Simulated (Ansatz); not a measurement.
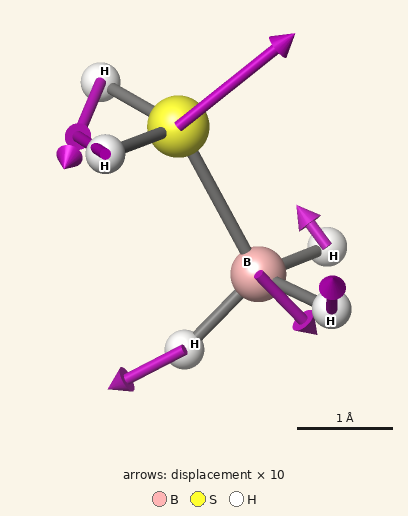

This is a relaxation of BH$_{5}$S (coarse preliminary run). The starting structure is drawn; purple arrows show the displacements, magnified 10 times. The two geometries are superimposed by the best rigid fit.

A ball-and-stick model, seen from a free direction.

The start comes from a force field.

Computed with Ansatz, RKS PBE-D4/def2-SVP. (force threshold 0.03 eV/Å; at most 200 steps)

**What did the optimiser do to the structure, and how much energy did it gain?**

Over 4 accepted moves (5 points after the start) the energy falls by 0.555 eV. The largest force component goes from 2.3 to 0.028 eV/Å. The line search rejected the trial step at point 4 of the run. The S atom moves most after the best rigid fit: 0.16 Å. Largest moves by element: S 0.16 Å, H 0.16 Å, B 0.10 Å. Some distances before and after: B–S 1.847 → 1.986 Å, B–H 1.137 → 1.223 Å, B–H 1.283 → 1.226 Å, H–S 1.397 → 1.368 Å. Bond angles that change, for instance: H–S–H 109.4° → 91.6°, S–B–H 110.3° → 100.0°, H–B–H 105.3° → 113.4°.
